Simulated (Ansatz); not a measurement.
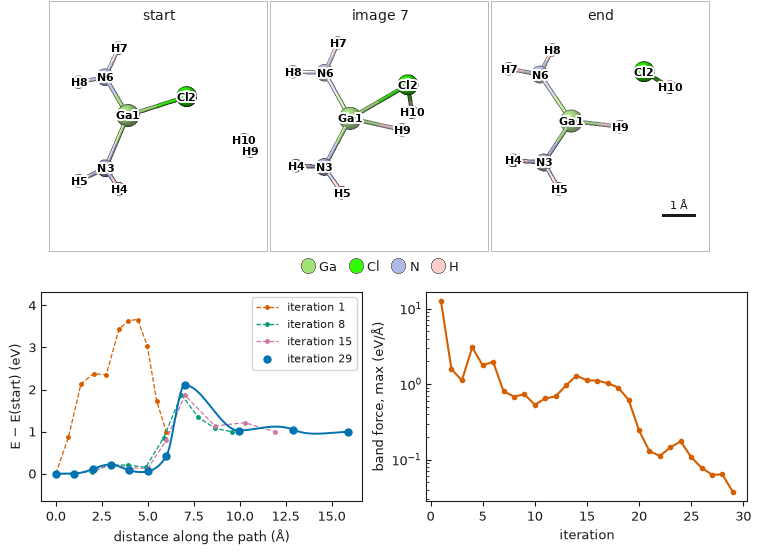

A search for the minimum-energy path of GaN2H6Cl, made up at the start of GaN$_{2}$H$_{4}$Cl and H$_{2}$ by the nudged elastic band. Images are numbered from 0 (start) to 10 (end). The plot follows the band through its iterations. The picture is a ball-and-stick view, seen at a tilt.

These are results of Ansatz, RHF/def2-SVP, not measurements. Settings: 9 movable images; climbing image; force threshold 0.05 eV/Å; iteration limit 60; starting path through a guess of the saddle point.

> Judge this run.

The run is converged, with reservations. The band converged in 29 iterations. The largest component of the band force went from 13 to 0.037 eV/Å. The climbing image converged on the top of the path. Its vibrational analysis gives one imaginary mode (1412i cm⁻¹), as a transition state must have. The first iteration put the highest image at 3.66 eV. Forward barrier 2.11 eV, backward barrier 1.11 eV, with image 7 at the top; the reaction energy is +1.00 eV.

Limits of the set-up: the start holds two separate molecules, 3.2 Å apart at their closest, whose relative position is a soft coordinate and is computed without a dispersion correction; Hartree-Fock leaves out electron correlation.
